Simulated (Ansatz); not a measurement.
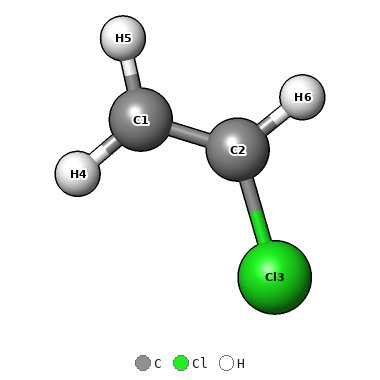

The system is C2H3Cl, SMILES C=CCl; the picture shows the reference structure. The first coordinate is: angle H4–C1–C2; the second: dihedral H4–C1–C2–Cl3. Nothing is relaxed (all other coordinates rigid). Grid: 15 × 15 points; 120 points were computed and 105 follow by symmetry. Points are written as (first, second). All energies are given in kJ/mol relative to the lowest grid point. The dihedral twists a double bond; near 90° a spin-restricted reference is unreliable. These are results of Ansatz, RKS CAM-B3LYP-D4/def2-TZVP, not measurements.

Its coordinates:

```yaml
atoms:
  - { symbol: C, position_ang: [-0.5438, 0.2015, -0.4795] }
  - { symbol: C, position_ang: [0.4226, 0.0209, 0.3940] }
  - { symbol: Cl, position_ang: [1.1432, -1.5182, 0.7091] }
  - { symbol: H, position_ang: [-0.9514, -0.6131, -1.0612] }
  - { symbol: H, position_ang: [-0.9509, 1.1919, -0.6285] }
  - { symbol: H, position_ang: [0.8496, 0.8146, 0.9891] }
```

Range: angle H4–C1–C2 from 97.1 to 147.1°; dihedral H4–C1–C2–Cl3 from −180 to 156°.

### What landscape does the calculation give?

The lowest grid point is at (122.1°, −180°). There is a further well near (122.1°, −12°) (7 kJ/mol above the lowest at that grid point). The highest grid point, (97.1°, −84°), lies 390 kJ/mol above the lowest. On the interpolated surface the easiest way out of the lowest well to a well of about the same depth near (122.1°, −12°) passes a barrier of about 340 kJ/mol. Round the minimum the two coordinates are nearly uncoupled.

```csv
"dihedral H4–C1–C2–Cl3 ↓, angle H4–C1–C2 →",97.1,100.7,104.2,107.8,111.4,114.9,118.5,122.1,125.7,129.2,132.8,136.4,139.9,143.5,147.1
156,78,64,53,44,37,32,29,29,31,34,40,48,58,70,84
132,164,151,140,130,123,118,115,114,116,119,124,131,141,152,165
108,302,289,278,269,262,256,253,252,252,255,259,265,273,283,295
84,390,377,366,356,348,342,338,336,335,337,340,345,352,361,372
60,234,219,207,197,188,182,178,177,177,179,183,190,198,208,220
36,122,106,94,83,75,69,66,64,65,68,73,80,89,100,113
12,64,48,35,25,17,11,8,7,8,11,16,24,33,45,59
−12,64,48,35,25,17,11,8,7,8,11,16,24,33,45,59
−36,122,106,94,83,75,69,66,64,65,68,73,80,89,100,113
−60,234,219,207,197,188,182,178,177,177,179,183,190,198,208,220
−84,390,377,366,356,348,342,338,336,335,337,340,345,352,361,372
−108,302,289,278,269,262,256,253,252,252,255,259,265,273,283,295
−132,164,151,140,130,123,118,115,114,116,119,124,131,141,152,165
−156,78,64,53,44,37,32,29,29,31,34,40,48,58,70,84
−180,49,35,24,14,7,3,0,0,2,6,12,20,30,42,56
```

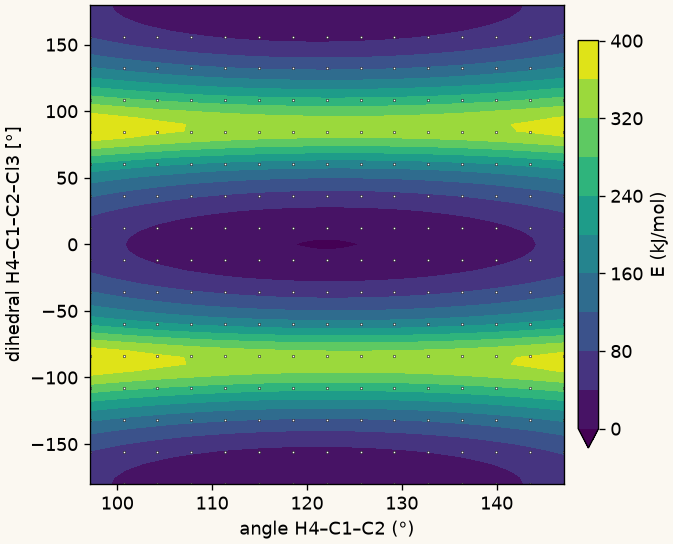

Drawn: filled contours, dots at the grid points. Between grid points the surface is interpolated.

Each point was launched as `ansatz run input.yaml --threads 1 --pin off --max-ram 2560MiB --backend cpu --events-out ev --progress --plain --runs-dir out`. Time for the 120 points that were run: 11 min on 1 thread of Arm Neoverse N1 (shared host).
